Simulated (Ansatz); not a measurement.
# The potential step between two gates: 2H-MoSSe under blue phosphorene, AB

Two oppositely charged gates put a neutral stack in a displacement field D. The voltage between them is D/ε₀ times an electrical distance, shorter than the real one because the stack screens.

**Method.** Ansatz 0.2.0, plane waves with PAW datasets (its set soft_2), LDA; isolated slab, charged sheets 4 Å from the outer atoms behind model barriers, atoms held. Voltages count from the uncharged case.

```tsv
run	D/ε₀ (V/nm)	step in an electron's potential, upper less lower gate (eV)
run 1	−3.619	−2.309
run 2	−1.810	−1.154
run 3	0.000	0.000
run 4	1.810	1.152
run 5	3.619	2.300
run 6	5.428	?
```

Q: Estimate the withheld value from the rows shown.

A least-squares line through the 5 rows shown has slope 0.6368 and intercept −0.0022; no row lies more than 0.002 eV off it. The size of the slope, 0.637 nm, is the electrical distance; the sheets are 1.532 nm apart, and screening reaches beyond the outer atoms. At 5.428 it gives 0.6368 × 5.428 + (−0.0022) = 3.454 eV, beyond the rows fitted. Rounding and scatter of the rows alone allow about ±0.004 eV there.

The run itself gives 3.446 eV: a miss of −0.008 eV, or 0.2 % of the value. Screening stays linear to within 1 % over this range.

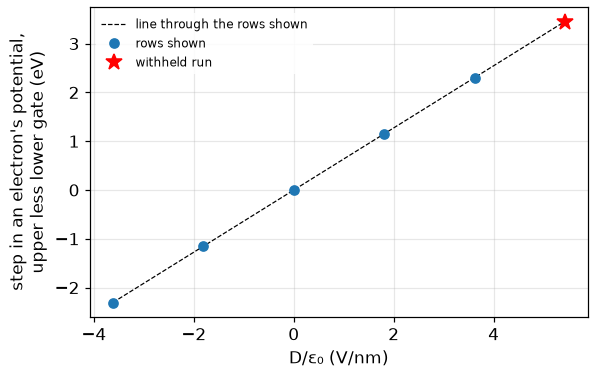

The fit and the withheld run.

**Limits.** The gates are model sheets, not atoms.

[Logs are printed without paths, hosts, clocks, repeated set-up lines and the standing remarks that a program may print on its own settings, such as how far it seeks lower states.]
